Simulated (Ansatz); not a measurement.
# One shape, several levels: P2 (diphosphorus)

Wanted: a comparison of 5 runs (HF/def2-SVP, B3LYP/6-31G*, PBE0/def2-SVP, MP2/STO-3G) of P2 (diphosphorus). 

The calculation is run with Ansatz 0.2.0.

3 further runs of the same task are left out: 3 set aside as unsound or not needed.

**1. The molecule**

P2: 2 atoms, total charge 0, spin state singlet. As SMILES, `P#P`. Geometry: the measured bond length.

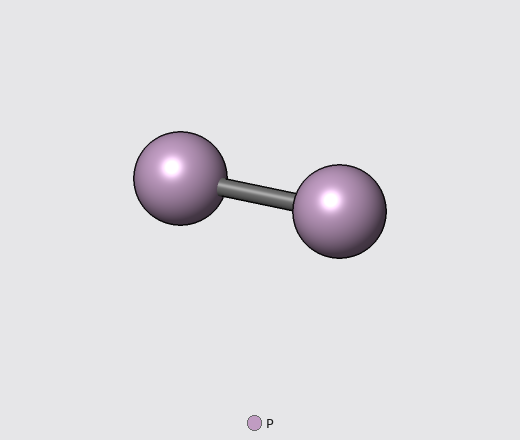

Viewed from a chosen angle; phosphorus pink.

**2. Energy and forces at HF/def2-SVP (run 1)**

job.yaml reads:

```yaml
crystal:
  periodic: [false, false, false]
  atoms:
    - {symbol: P, position_ang: [0.000000, 0.000000, 0.000000]}
    - {symbol: P, position_ang: [0.000000, 0.000000, 1.893400]}
basis:
  gaussian:
    orbitals: def2-SVP
hamiltonian:
  xc: hf
accuracy: high
output:
  forces: true
  orbitals: {seedname: orbitals}
```

Launch:

```sh
$ ansatz run job.yaml --threads 1 --pin off --max-ram 2610MiB --events-out events.jsonl --progress --plain --runs-dir runs
```

The program printed:

```text
Warning: RAYON_NUM_THREADS=1 ignored (pool sized by the plan → 1); use --threads N
Functional definition: HF
  name "HF"
  exchange = exact_x
  correlation = 0
582 factors; integrals over basis functions are off by at most 3.0e-9 eV
mean field evaluation 1: about -18537.4438 eV, gradient 5.6e0 eV
mean field evaluation 2: about -18537.4536 eV, gradient 5.6e0 eV
mean field evaluation 4: about -18537.6289 eV, gradient 1.9e-1 eV
mean field evaluation 8: about -18537.6290 eV, gradient 7.1e-5 eV
mean field -18537.62901882 eV, -681.2453011853 hartree, gradient 1.1e-8 eV, S^2 0.000000; 0 other end points of the search recorded, 0 dependent functions left out
the calculation of the forces begins
reference -18537.62901882 eV, -681.2453011853 hartree; 15, 15 occupied and 21, 21 virtual orbitals, 582 factors
Total energy: -18537.62901882 eV, -681.2453011853 hartree
Atom 0 at     0.000000     0.000000     0.000000 Å, force    -0.000000     0.000000     1.648543 eV/Å
Atom 1 at     0.000000     0.000000     1.893400 Å, force     0.000000    -0.000000    -1.648543 eV/Å
Dipole moment:    -0.000000    -0.000000     0.000000 e Å
```

It took 0.24 s on 1 thread of Arm Neoverse V2, shared host.

**3. Energy and forces at B3LYP/6-31G(d) (spherical functions) (run 2)**

in.yaml reads:

```yaml
crystal:
  periodic: [false, false, false]
  atoms:
    - {symbol: P, position_ang: [0.000000, 0.000000, 0.000000]}
    - {symbol: P, position_ang: [0.000000, 0.000000, 1.893400]}
basis:
  gaussian:
    orbitals: 6-31G_st_-spherical.json
total_charge: 0
hamiltonian:
  xc: {name: B3LYP}
accuracy: high
output:
  forces: true
  orbitals: {seedname: orbitals}
```

The basis set 6-31G* is read from a file made from the Basis Set Exchange's data (not shown).

Launch:

```sh
$ ansatz run in.yaml --threads 1 --pin off --max-ram 2610MiB --events-out events.jsonl --progress --plain --runs-dir runs
```

The program printed, shortened:

```text
Warning: RAYON_NUM_THREADS=1 ignored (pool sized by the plan → 1); use --threads N
Functional definition: B3LYP
  name "B3LYP"
[...]
608 factors; integrals over basis functions are off by at most 4.1e-9 eV
[...]
mean field -18576.77437018 eV, -682.6838663140 hartree, gradient 1.7e-8 eV, S^2 0.000000; 0 other end points of the search recorded, 0 dependent functions left out
[...]
reference -18576.77439659 eV, -682.6838672846 hartree; 15, 15 occupied and 21, 21 virtual orbitals, 608 factors
Total energy: -18576.77439659 eV, -682.6838672846 hartree
Atom 0 at     0.000000     0.000000     0.000000 Å, force     0.000000     0.000000    -0.404526 eV/Å
Atom 1 at     0.000000     0.000000     1.893400 Å, force    -0.000000     0.000000     0.404526 eV/Å
Dipole moment:    -0.000000    -0.000000    -0.000000 e Å
```

Run time: 1.3 s. Hardware: 1 thread of Arm Neoverse V2, shared host.

Runs 3 to 4 aren't shown in full; the table further down has their settings and results.

**4. Energy and gradient at MP2/STO-3G (run 5)**

run.yaml reads:

```yaml
crystal:
  periodic: [false, false, false]
  atoms:
    - {symbol: P, position_ang: [0.000000, 0.000000, 0.000000]}
    - {symbol: P, position_ang: [0.000000, 0.000000, 1.893400]}
basis:
  gaussian:
    orbitals: STO-3G
output: {forces: true, orbitals: {seedname: orbitals}}
accuracy: high
correlation:
  method: mp2
  frozen_orbitals: {P: 5}
```

Launch:

```sh
$ ansatz run run.yaml --threads 1 --pin off --max-ram 2610MiB --events-out events.jsonl --progress --plain --runs-dir runs
```

The program printed, shortened:

```text
Warning: RAYON_NUM_THREADS=1 ignored (pool sized by the plan → 1); use --threads N
[... 2 set-up lines as earlier in the session ...]
[...]
299 factors; integrals over basis functions are off by at most 6.0e-9 eV
[...]
mean field -18333.83229095 eV, -673.7559095744 hartree, gradient 1.8e-8 eV, S^2 0.000000; 0 other end points of the search recorded, 0 dependent functions left out; unrestricted orbitals would lower it
[...]
unrestricted determinant -18334.96059131 eV, -673.7973738480 hartree, S^2 1.1999
10 core orbitals not correlated: weight in the atoms' cores, before any rotation towards them, 0.999 or more for the frozen orbitals, at most 0.000 for the correlated occupied ones
reference -18333.83229095 eV, -673.7559095744 hartree; 5, 5 occupied and 3, 3 virtual orbitals, 299 factors
second order -4.21532351 eV of doubles, -0.00000000 eV of singles
[...]
Total energy: -18338.04761445 eV, -673.9108198561 hartree
Atom 0 at     0.000000     0.000000     0.000000 Å, force    -0.000000     0.000000    -1.654836 eV/Å
Atom 1 at     0.000000     0.000000     1.893400 Å, force     0.000000    -0.000000     1.654836 eV/Å
Dipole moment:    -0.000000     0.000000     0.000000 e Å
```

Run time: 0.16 s. Hardware: 1 thread of Arm Neoverse V2, shared host.

**5. All runs side by side**

| run | level | Cartesian functions | frozen core orbitals | energy (Eh) | dipole moment (D) | HOMO energy (eV) | LUMO energy (eV) | wall time |
| --- | --- | --- | --- | --- | --- | --- | --- | --- |
| 1 | HF/def2-SVP | no | – | -681.245301 | 0.00 | -10.06 | 0.87 | 0.24 s |
| 2 | B3LYP/6-31G* (spherical functions) | no | – | -682.683867 | 0.00 | -7.85 | -2.71 | 1.3 s |
| 3 | PBE0/def2-SVP | no | – | -682.214787 | 0.00 | -8.09 | -2.47 | 0.98 s |
| 4 | B3LYP/6-31G* (Cartesian functions) | yes | – | -682.688863 | 0.00 | -7.85 | -2.70 | 1.3 s |
| 5 | MP2/STO-3G | no | 10 | -673.910820 | 0.00 | -5.77 | 6.32 | 0.16 s |

**6. Outcome**

| quantity | value |
| --- | --- |
| run 5: total energy | -673.91082 Eh |
| run 5: dipole moment (correlated density) | 0.00 D |
| run 5: HOMO energy (Hartree–Fock orbitals) | -5.77 eV |
| run 5: LUMO energy (Hartree–Fock orbitals) | 6.32 eV |
| run 5: HOMO–LUMO gap (Hartree–Fock orbitals) | 12.09 eV |
| run 5: correlation energy (10 core orbitals frozen) | -154.9 mEh |
| run 5: largest force on an atom | 1.655 eV/Å |

What this shows: Over runs 1, 2, 3, 4 the HOMO–LUMO gap runs from 5.14 eV (B3LYP/6-31G*) to 10.93 eV (HF/def2-SVP). The two ends differ in method and basis. Totals of different functionals can't be ranked against each other. In run 5 the log says that unrestricted orbitals would lower the reference, so the values rest on an unstable closed-shell determinant (other closed-shell runs at this shape may share the fault). In run 5 the basis is minimal, so the values are rough. All runs together took 4 s, the longest 1.3 s.
